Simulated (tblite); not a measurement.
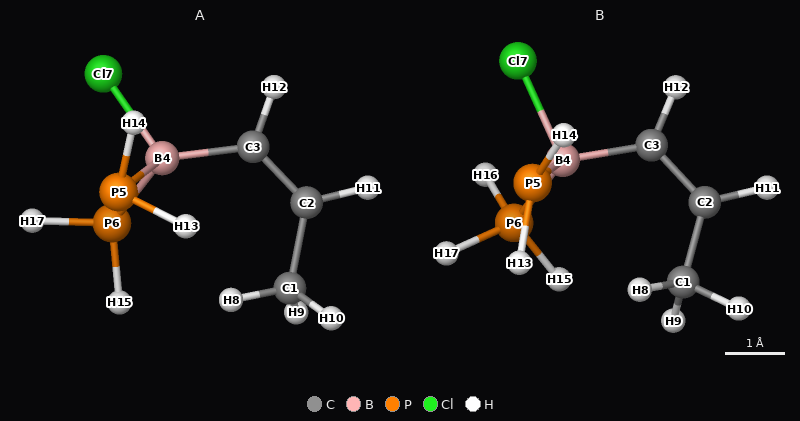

Two geometries of C3H10BClP2, drawn at one scale. One is the start of a relaxation, the other its converged end. Style: ball-and-stick. Shown from a free direction.

All numbers below come from GFN2-xTB geometry optimisation, gas phase in tblite. 

Which of the two is the end point?

Answer. Structure A is the relaxed one. The energy falls by 1.933 eV in 138 geometry steps. The largest move after the best rigid fit is that of H13, 1.34 Å. Largest moves by element: H 1.34 Å, Cl 0.36 Å, P 0.33 Å, C 0.29 Å, B 0.19 Å. Near-neighbour distances that change, for instance: B4–P5 1.897 → 1.986 Å, B4–P6 1.873 → 1.962 Å, P6–H16 1.434 → 1.377 Å, C1–H10 1.145 → 1.089 Å. Bond angles that change, for instance: H13–P5–H14 117.0° → 92.2°, B4–P5–H14 117.1° → 95.5°, B4–P5–H13 117.0° → 97.1°. Groups turn about B4–P6 by about 35°, C1–C2 by about 20°.
